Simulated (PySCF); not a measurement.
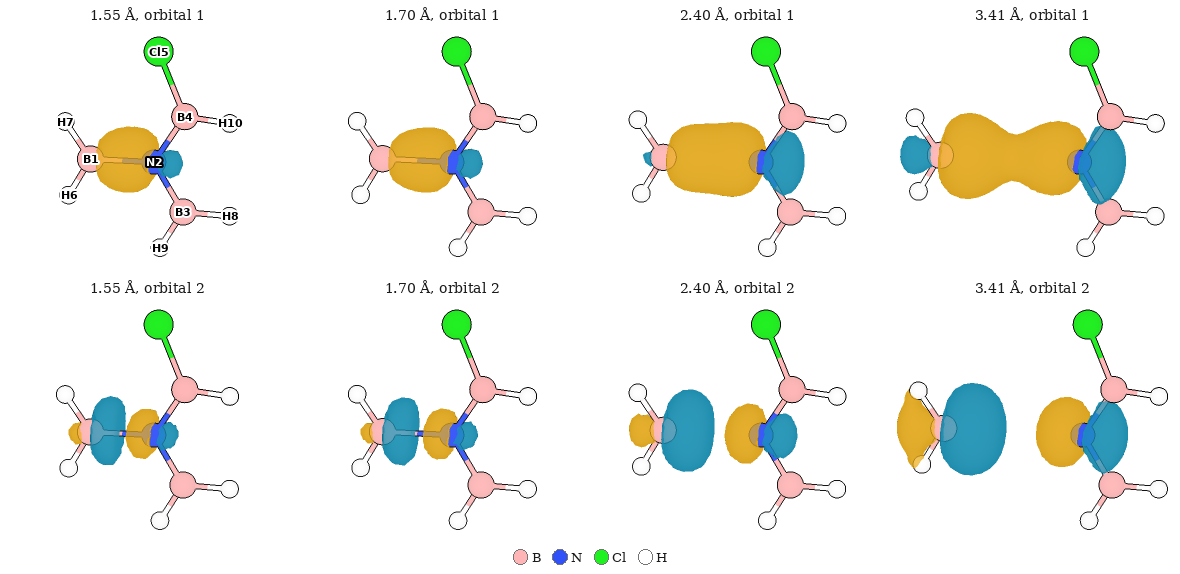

Figure 1: B₃ClH₅N, SMILES `BN(B)BCl`. Rigid stretch of the B1–N2 bond. The two CASSCF(2,2) natural orbitals nearest half filling (orbital 1 the more occupied).

Level of theory: 6-31+G* basis (PySCF), at a geometry from GFN2-xTB. No frequency check shows the geometry to be a minimum. GFN2-xTB bond lengths at metals and heavier atoms can be off by up to 0.1 Å and shapes distorted, which carries into these values.

How do the occupations change along the stretch?

1.55 Å: 1.99 and 0.01; 1.70 Å: 1.98 and 0.02; 2.40 Å: 1.88 and 0.12; 3.41 Å: 1.38 and 0.62. At the longest distance computed (4.34 Å) they are 1.10 and 0.90, and the effective number of unpaired electrons is 2.0.

Where does the UHF solution part from RHF?

Between 2.09 Å (⟨S²⟩ = 0, the two coincide) and 2.40 Å (⟨S²⟩ = 0.38); at 4.34 Å ⟨S²⟩ is 1.02 and UHF lies 3.7 eV below RHF.
